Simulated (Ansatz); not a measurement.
Band structure of GaN (F-43m, 2 atoms in the cell).

```
CELL_PARAMETERS angstrom
      0.00000     2.26000     2.26000
      2.26000     0.00000     2.26000
      2.26000     2.26000     0.00000
ATOMIC_POSITIONS crystal
  Ga 0.00000 0.00000 0.00000
  N  0.25000 0.25000 0.25000
```

Level of theory: PBE (plane waves, PAW; Ansatz, a program for electronic structure).

Settings: kpoints.mp_grid.grid = 13 13 13; hamiltonian.xc = pbe; hamiltonian.pseudopotentials = {kind: paw} (the program's default PAW files); scf.occupations.method = fermi_dirac; scf.occupations.width = 0.01 eV; kpoints.band_path.npoints = 8.

The starting cell has typed, rounded lattice constants, without a prior relaxation at this level.

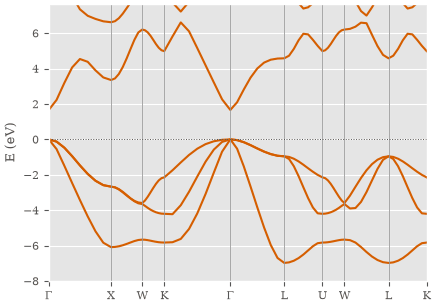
Figure: Bands along the path, energies from the top of the valence band on the path.

### Question
Read off roughly the gap and where its edges lie.

### Answer
The gap along the path is about 1.7 eV (computed: 1.66 eV), direct at Γ to within 0.01 eV.

Levels in eV from the top of the valence band on the path, bands 6 to 12:
```
point       6      7      8      9    10     11     12
-----  ------  -----  -----  -----  ----  -----  -----
Γ      -13.17   0.00   0.00   0.00  1.66  10.26  10.26
X      -11.48  -6.09  -2.67  -2.67  3.35   6.62  11.64
W      -11.20  -5.66  -3.65  -3.59  6.20   8.30  10.20
K      -11.32  -5.83  -4.20  -2.15  4.98   7.79  11.00
L      -11.91  -6.98  -0.96  -0.96  4.58   8.68  10.32
U      -11.32  -5.83  -4.20  -2.15  4.98   7.79  11.00
```

Keys are those of Ansatz 0.2.
